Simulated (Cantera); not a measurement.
Input: 1 mol C, 0.64 mol O2, equilibrated at 0.100 bar.

These are equilibrium values from Cantera (NASA tables, ideal gas, pure condensed phases), not measurements of a reactor. Candidate condensed phases: C; 12 gas species. Rates play no part.

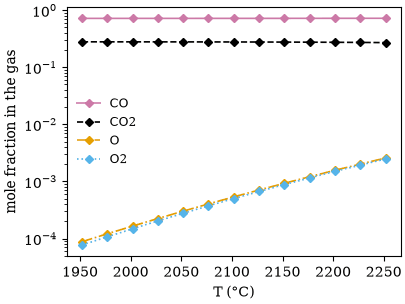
*Equilibrium gas composition (values under 1e-9 drawn at 1e-9)*

From 1952 °C to 2252 °C nothing is condensed. The main C-bearing gas is CO throughout.
